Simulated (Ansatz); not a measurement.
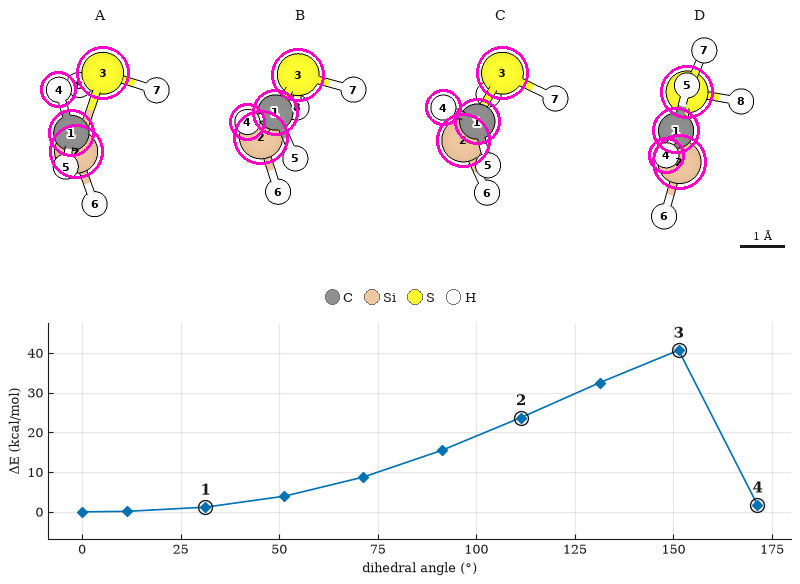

A scan of CH5SSi (charge +1): the H4–C1–Si2–S3 dihedral angle is varied, with all other coordinates relaxed. The frames are shuffled; the numbered points of the plot belong to them. The picture is a ball-and-stick view, seen almost along the central bond, with a slight tilt. The ringed atoms are those of the scanned coordinate.

Single-point energies from Ansatz with PBE-D4 in the def2-TZVPP basis, on geometries relaxed under the constraint at PBE0-D4/def2-TZVP. Energies are counted from the PBE0-D4/def2-TZVP minimum geometry at the same level.

Question: Which frame belongs to which numbered point?

Answer: Point 1 is frame A (the dihedral 31.3°, 1.2 kcal/mol); 2 is frame C (the dihedral 111.3°, 23.7 kcal/mol); 3 is frame B (the dihedral 151.3°, 40.7 kcal/mol); 4 is frame D (the dihedral 171.3°, 1.7 kcal/mol). Of the computed points the lowest is at the dihedral 0.0°, 0.0 kcal/mol. A local maximum lies at 151.3° (40.7 kcal/mol). The highest point, at 151.3°, lies 40.7 kcal/mol above the lowest and gives the barrier to rotation to within the spacing of the points.
